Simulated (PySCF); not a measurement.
## A study: C$_{3}$H$_{9}$S, charge +1, SMILES `C[S+](C)C`

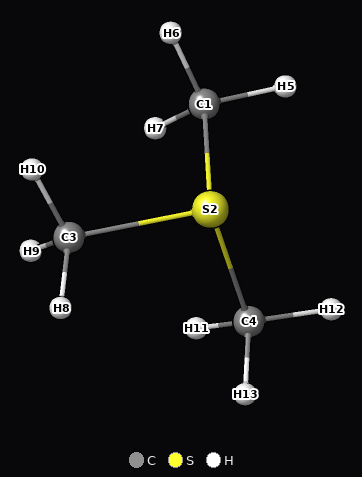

The molecule, with its atoms numbered as below. No frequency check shows the geometry to be a minimum.

Coordinates in Å:

```
C1       0.3103    1.5711   -0.2816
S2       0.0002    0.0000    0.5603
C3      -1.5159   -0.5167   -0.2815
C4       1.2053   -1.0544   -0.2817
H5       1.2835    1.9401    0.0302
H6      -0.4500    2.2823    0.0301
H7       0.2862    1.4449   -1.3597
H8      -1.7517   -1.5308    0.0307
H9      -1.3947   -0.4744   -1.3596
H10     -2.3220    0.1415    0.0305
H11      1.1079   -0.9705   -1.3598
H12      2.2014   -0.7515    0.0305
H13      1.0383   -2.0816    0.0301
```

## 1. Bonding charge

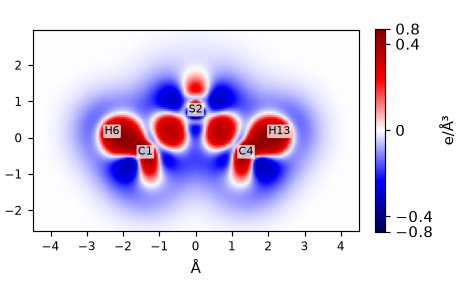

Deformation density (molecule less spherical, spin-averaged free atoms) in the plane of C1, S2, C4, H6 and H13; colour scale in e/Å³, logarithmic beyond ±0.1; red: gain, blue: loss.

PySCF calculation, B3LYP/6-31G*, gas phase; geometry: GFN2-xTB.

Question: How much density has each bond in this plane gained at its critical point, relative to the free atoms?

Answer: C4–H13 and C1–H6: +0.67 e/Å³ at the bond critical point (bond length 1.09 Å, Mayer order 0.9). S2–C4 and C1–S2: +0.26 e/Å³ at the bond critical point (bond length 1.81 Å, Mayer order 1.0). In all, 2.2 electrons gather in the regions of gain relative to the promolecule of neutral atoms (the regions of loss give up this much and the cation's charge besides).

Question: Where do the Hirshfeld charges lie?

Answer: The highest Hirshfeld charge is on S2 (+0.39 e), the lowest on C1, C3 and C4 (−0.05 e).

| atom | charge (e) |
| --- | --- |
| C1 | −0.05 |
| S2 | +0.39 |
| C3 | −0.05 |
| C4 | −0.05 |
| H5 | +0.09 |
| H6 | +0.09 |
| H7 | +0.08 |
| H8 | +0.09 |
| H9 | +0.08 |
| H10 | +0.09 |
| H11 | +0.08 |
| H12 | +0.09 |
| H13 | +0.09 |

## 2. Bond critical points

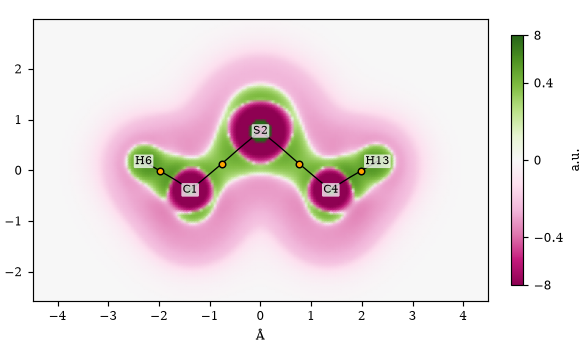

Negative Laplacian of the density (−∇²ρ) in the plane of C1, S2, C4, H6 and H13 (green positive, pink negative, colour scale in a.u., logarithmic beyond ±0.04), with bond paths and bond critical points (dots).

Question: At which bond critical points in this plane is charge locally concentrated, and at which depleted?

Answer: Concentrated (∇²ρ < 0): C4–H13 and C1–H6 (−0.99 a.u.); S2–C4 and C1–S2 (−0.31 a.u.). At none is it depleted.

Question: Where along C4–H13 does the critical point lie?

Answer: 0.71 Å from C4 and 0.38 Å from H13.

## 3. Local ionisation energy

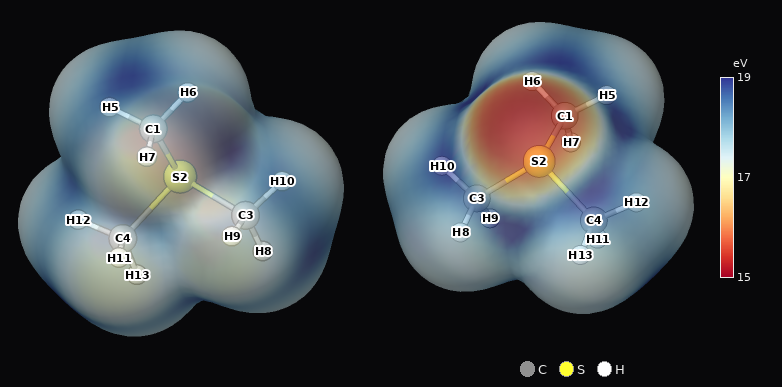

Average local ionisation energy on the surface of electron density 0.001 a.u. (back view left, front view right).

Question: Where are the most loosely bound electrons on this surface?

Answer: The lowest value is 15.4 eV, 2.2 Å from S2. Further minima include 17.1 eV, 1.3 Å from H11, and at like points elsewhere. For comparison, the highest occupied orbital lies at −14.3 eV.

## 4. Excited states

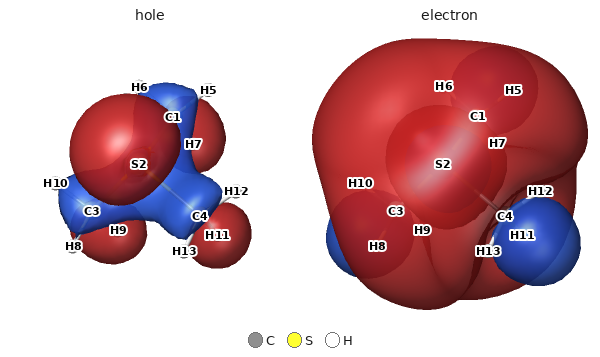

Leading natural transition orbital pair of S₃ (TDA singlet states); the surfaces enclose about 85 % of each orbital's density.

Method: PBE/def2-SVPD; geometry: GFN2-xTB; program: PySCF.

Question: Give its energy and the atoms that hole and electron lie on.

Answer: 8.48 eV (146 nm), f = 0.001 (very weak), partly diffuse acceptor orbital; the leading pair carries 99 %; hole on S2 (57 %) and C1, C3 and C4 (8 % each), electron on S2 (25 %), C1, C3 and C4 (11 % each) and H7, H9 and H11 (5 % each) (atom shares of so diffuse an orbital are rough); their centroids lie 0.3 Å apart. In canonical orbitals it is mainly HOMO → LUMO+2 (97 %). The HOMO–LUMO gap is 7.37 eV.

## 5. Removing or adding an electron

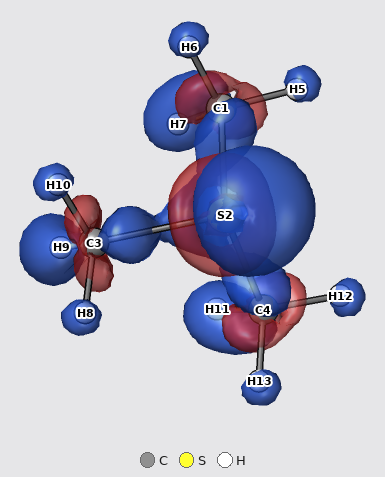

Fukui function f⁻ = ρ(N) − ρ(N−1) at fixed geometry, surfaces at ±0.04 e/Å³ (blue positive, red negative).

Computed with PySCF, BLYP/aug-cc-pVDZ, geometry: GFN2-xTB.

Question: Which atoms respond most to the removal of an electron?

Answer: f⁻ (Hirshfeld-condensed) is largest on S2 (0.30); the vertical ionisation energy is 16.37 eV (the stability of the dication's solution wasn't checked). Condensed values hint at sites of electrophilic attack but needn't mark the atom that reacts. Orbital relaxation makes it negative in places (0.17 e in all).

## 6. Localised orbitals

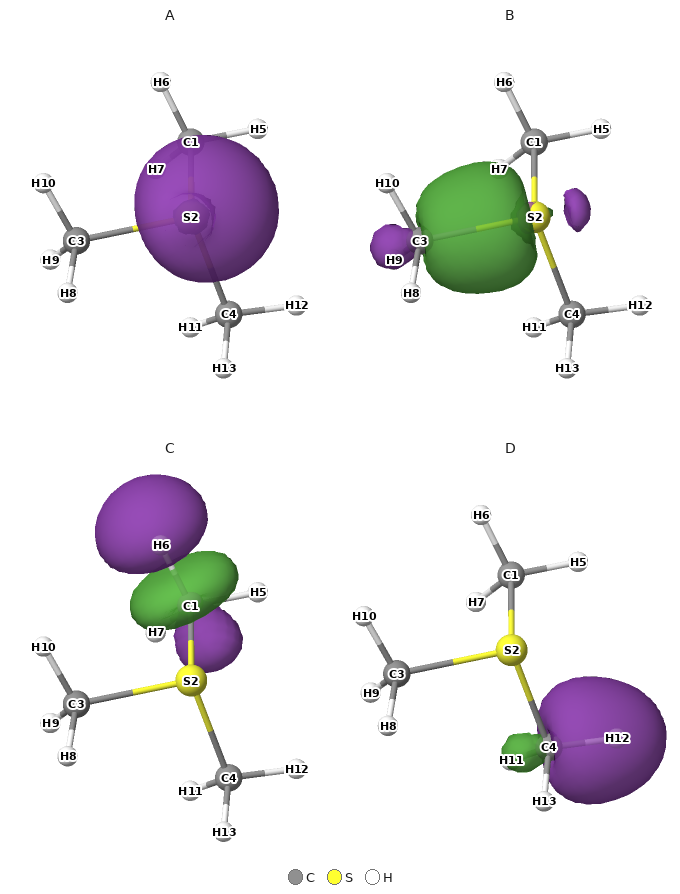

Intrinsic bond orbitals (IBO), occupied and valence-virtual; each surface holds about 80 % of the orbital's density. Energies are diagonal elements of the Fock matrix.

PySCF calculation, BP86/6-31G*, gas phase; geometry: GFN2-xTB.

Question: Identify each orbital.

Answer: By panel:
- A: lone pair on S2 (sp1-type) (S2 99 %; −17.2 eV)
- B: σ bond S2–C3 (S2 54 %, C3 46 %; −19.3 eV)
- C: σ* orbital H6–C1 (H6 60 %, C1 40 %; 2.5 eV)
- D: σ bond C4–H12 (C4 60 %, H12 39 %; −17.7 eV)

Question: How do all the valence pairs divide up?

Answer: 13 pairs: 12 σ bonds and 1 lone pair.
